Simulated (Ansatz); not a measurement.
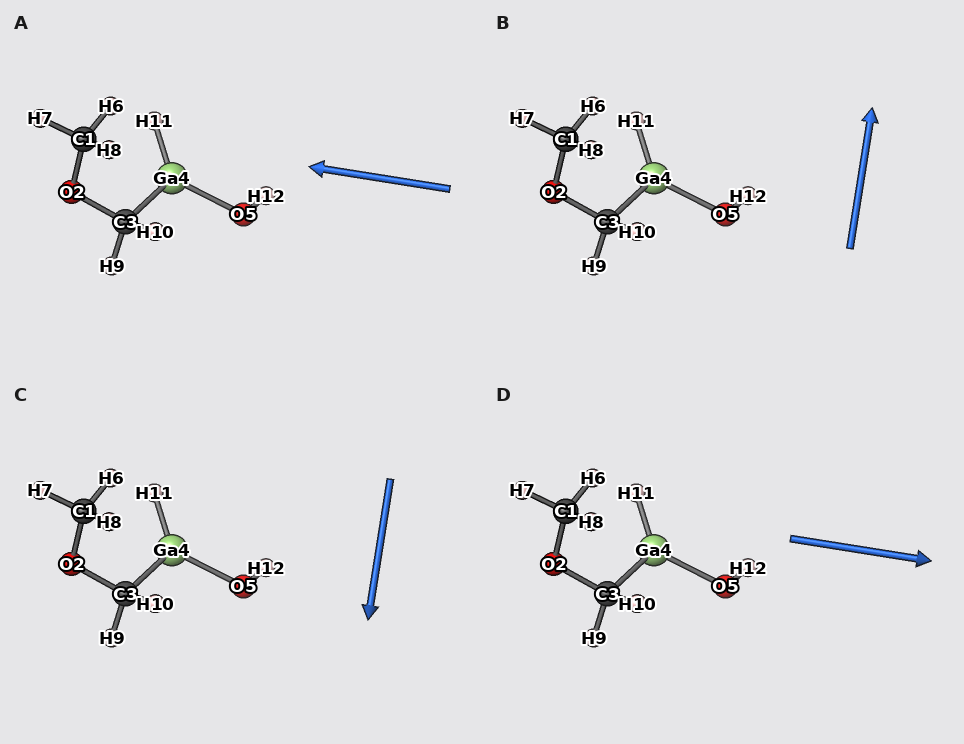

The same molecule four times, each with an arrow. Computed geometry: PBE0-D4/def2-TZVP optimisation. No frequency run is at hand to confirm it as a minimum. Method: RKS PBE0-D4/def2-TZVP (Ansatz 0.2.0).

**Which arrow points along the dipole moment, from the negative to the positive end?**

B. The dipole moment is 1.31 D; it points from the side of H9 to the side of H6 (the outermost atoms at the two ends).
